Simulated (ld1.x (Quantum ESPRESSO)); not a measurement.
## Run report: Tc, pseudopotential generation (part 2 of 2)

Continued. System: technetium (Tc, Z = 43), core [Kr], reference valence 4d5 5s1 5p1, valence charge 7. Method: TM semilocal potential, PBE, scalar-relativistic, made with ld1.x (Quantum ESPRESSO) 7.5.

**Output of the test run (extracts), continued**
```
     ---------------------- Testing the pseudopotential ----------------------

     Tc
     scalar relativistic calculation

     atomic number is 43.00   valence charge is  7.00
     dft =PBE   lsd =0 sic =0 latt =0  beta=0.20 tr2=1.0E-14
     mesh =1231 r(mesh) = 100.86670 xmin = -7.00 dx = 0.01250

     n l     nl             e AE (Ry)        e PS (Ry)    De AE-PS (Ry)
     3 2     4D   1( 4.00)       -0.77098       -0.66370       -0.10727  !
     1 0     5S   1( 2.00)       -0.50191       -0.50404        0.00213
     2 1     5P   1( 1.00)       -0.18461       -0.17210       -0.01250  !

     eps = 2.7E-16  iter = 20

     Etot =   -8570.704208 Ry,   -4285.352104 Ha, -116610.371296 eV
     Etotps =   -22.342614 Ry,     -11.171307 Ha,    -303.986755 eV
     dEtot_ae =       0.209607 Ry
     dEtot_ps =       0.148860 Ry,   Delta E=       0.060746 Ry

     Ekin =      21.523570 Ry,      10.761785 Ha,     292.843088 eV
     Encl =     -42.656550 Ry,     -21.328275 Ha,    -580.371927 eV
     Ehrt =      19.810528 Ry,       9.905264 Ha,     269.535960 eV
     Ecxc =      -4.399804 Ry,      -2.199902 Ha,     -59.862385 eV
     Epseu=     -16.620358 Ry,      -8.310179 Ha,    -226.131492 eV

     ---------------------- End of pseudopotential test ----------------------

     ---------------------- Testing the pseudopotential ----------------------

     Tc
     scalar relativistic calculation

     atomic number is 43.00   valence charge is  7.00
     dft =PBE   lsd =0 sic =0 latt =0  beta=0.20 tr2=1.0E-14
     mesh =1231 r(mesh) = 100.86670 xmin = -7.00 dx = 0.01250

     n l     nl             e AE (Ry)        e PS (Ry)    De AE-PS (Ry)
     3 2     4D   1( 4.00)       -1.24654       -1.11463       -0.13191  !
     1 0     5S   1( 2.00)       -0.93011       -0.92246       -0.00765  !
     2 1     5P   1( 0.00)       -0.56721       -0.54269       -0.02452  !

     eps = 3.6E-16  iter = 20

     Etot =   -8570.334039 Ry,   -4285.167019 Ha, -116605.334895 eV
     Etotps =   -21.990802 Ry,     -10.995401 Ha,    -299.200106 eV
     dEtot_ae =       0.579775 Ry
     dEtot_ps =       0.500672 Ry,   Delta E=       0.079103 Ry

     Ekin =      21.600044 Ry,      10.800022 Ha,     293.883575 eV
     Encl =     -39.597584 Ry,     -19.798792 Ha,    -538.752577 eV
     Ehrt =      16.905915 Ry,       8.452957 Ha,     230.016691 eV
     Ecxc =      -4.126597 Ry,      -2.063299 Ha,     -56.145216 eV
     Epseu=     -16.772580 Ry,      -8.386290 Ha,    -228.202579 eV

     ---------------------- End of pseudopotential test ----------------------

     ---------------------- Testing the pseudopotential ----------------------

     Tc
     scalar relativistic calculation

     atomic number is 43.00   valence charge is  7.00
     dft =PBE   lsd =0 sic =0 latt =0  beta=0.20 tr2=1.0E-14
     mesh =1231 r(mesh) = 100.86670 xmin = -7.00 dx = 0.01250

     n l     nl             e AE (Ry)        e PS (Ry)    De AE-PS (Ry)
     3 2     4D   1( 6.00)       -0.84441       -0.83780       -0.00661  !
     1 0     5S   1( 0.00)       -0.74834       -0.74503       -0.00331
     2 1     5P   1( 0.00)       -0.44300       -0.44195       -0.00105

     eps = 3.8E-15  iter = 10

     Etot =   -8570.736610 Ry,   -4285.368305 Ha, -116610.812151 eV
     Etotps =   -22.314277 Ry,     -11.157139 Ha,    -303.601205 eV
     dEtot_ae =       0.177205 Ry
     dEtot_ps =       0.177198 Ry,   Delta E=       0.000007 Ry

     Ekin =      25.841765 Ry,      12.920882 Ha,     351.595122 eV
     Encl =     -39.439762 Ry,     -19.719881 Ha,    -536.605301 eV
     Ehrt =      18.637232 Ry,       9.318616 Ha,     253.572460 eV
     Ecxc =      -4.606936 Ry,      -2.303468 Ha,     -62.680552 eV
     Epseu=     -22.746576 Ry,     -11.373288 Ha,    -309.482934 eV

     ---------------------- End of pseudopotential test ----------------------
```

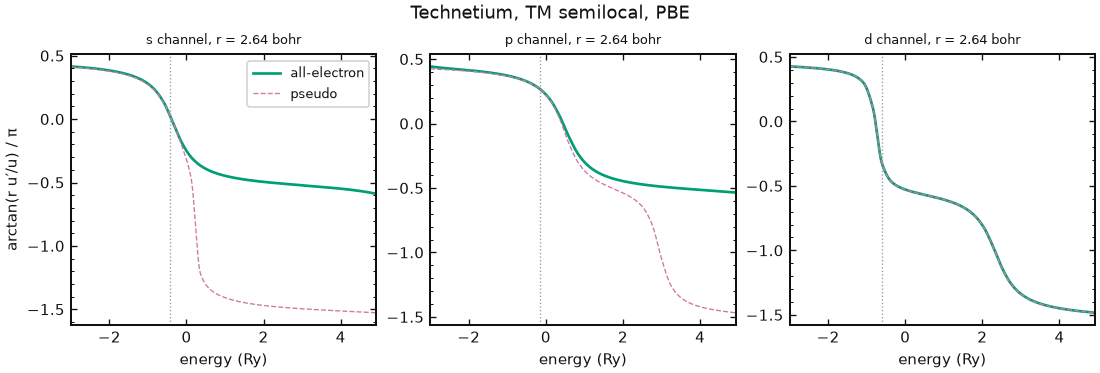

Figure 1. Unwrapped phase arctan(r u′/u) in units of π against energy, all-electron (solid) and pseudo (dashed); the pseudo phase is matched to the all-electron one at the reference energy. Here u = r R(r). A near-vertical step is a level narrower than the spacing of the points behind the curves. The dotted line marks the reference energy of the channel.

- Range over which the phases agree within 0.05 rad: s: up to about -0.2 Ry; p: between about -2.9 and 0.3 Ry; d: over the whole range drawn.
- Ghost states: Going away from the reference energies, the phases part by more than π/2 in: s at about 0.2 Ry (above its reference energy, pseudo phase lower); p at about 2.9 Ry (above its reference energy, pseudo phase lower). Such a step is either a state that only one of the two atoms has or an ordinary level shifted in energy. The separate test gives: no ghost state below the valence levels in the s, d, p channels.

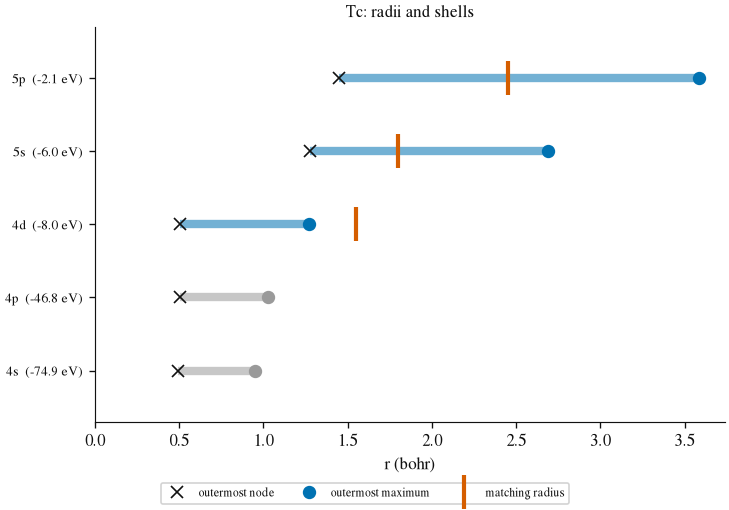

Figure 2. Outer shells of the all-electron reference atom: each bar runs from the outermost node (or the nucleus) to the outermost maximum of u(r); the tick is the radius chosen for the pseudo-wave. Shells without a tick have no pseudo-wave of their own. Levels, nodes and maxima are from ld1.x, scalar-relativistic.

- Radii against the shells: 4d: 1.55 bohr, outside the maximum; 5s: 1.80 bohr, between node and maximum; 5p: 2.45 bohr, between node and maximum.

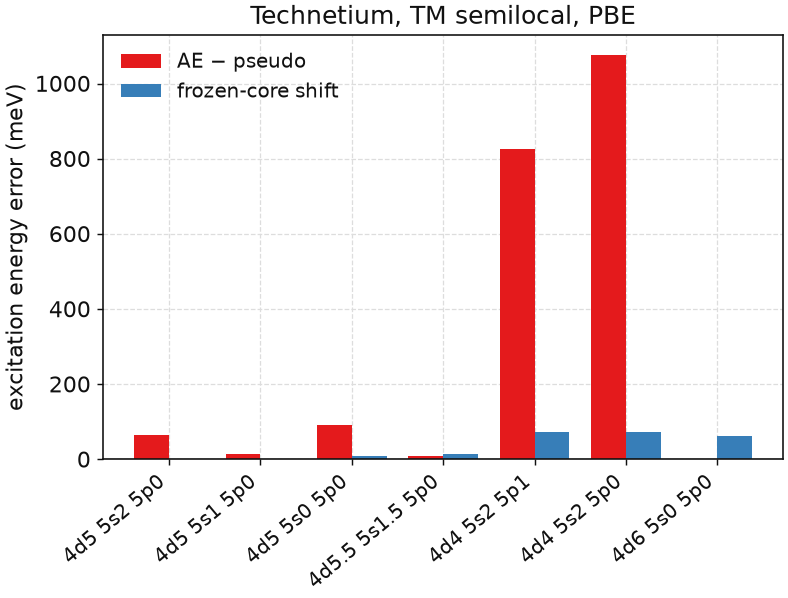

Figure 3. Errors, all-electron minus pseudo, of the energies of valence configurations relative to the unpolarised reference 4d5 5s1 5p1. The frozen-core shift is the all-electron excitation energy with the core held at its reference shape less the relaxed one.

- Worst configuration: 4d4 5s2 5p0 (charge +1): the error is +1076 meV on an all-electron energy of +7.89 eV relative to the reference, or 14 %.

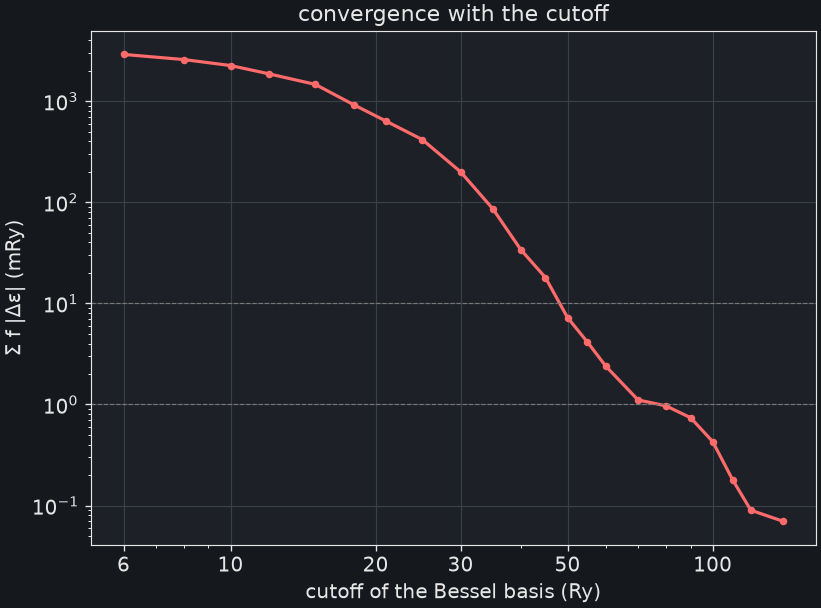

Figure 4. The pseudo-atom Hamiltonian at the reference potential is diagonalised in spherical Bessel functions (20 bohr box) up to the cutoff. Curve: occupation-weighted sum of the valence levels' distances from their values at 400 Ry.

- Cutoffs for 10 and 1 mRy in the occupation-weighted sum of levels: 50 Ry and 80 Ry, on the ladder of cutoffs that was run.
- Error at 21 Ry: about 640 mRy.

**Key numbers**

- outcome: generated, with a spurious state above the valence levels
- cutoffs needed: 50 Ry and 80 Ry (the cutoffs, on a coarse ladder, from which the occupation-weighted sum of valence levels, in a spherical-Bessel basis at the reference potential, stays within 10 and 1 mRy of its value at 400 Ry); ghost states and empty shells don't enter this sum
- ghost test: no ghost state below the valence levels in the s, d, p channels (spherical-Bessel basis up to 400 Ry, 20 bohr box)
- largest excitation error: +1076 meV (all-electron minus pseudo) for 4d4 5s2 5p0, out of 7 test configurations
- clearest signs, in the scattering phases, of states that the all-electron atom lacks: s near 0.1 Ry
- range over which the phases arctan(r u′/u) at the test radius agree within 0.05 rad (a looser test near the poles than one of phase shifts): s: up to about -0.2 Ry; p: between about -2.9 and 0.3 Ry; d: over the whole range computed
- hardware: 1 CPU thread, shared host
- wall time: 2.5 s

**Remarks**

The Bessel test looks below the valence levels only. The scattering phases show an s state near 0.1 Ry, 0.6 Ry above the channel's reference energy, that the all-electron atom lacks, which is too close to the valence region for the potential to be used. An excitation error of 1076 meV in its own tests makes this a poorly transferable potential.
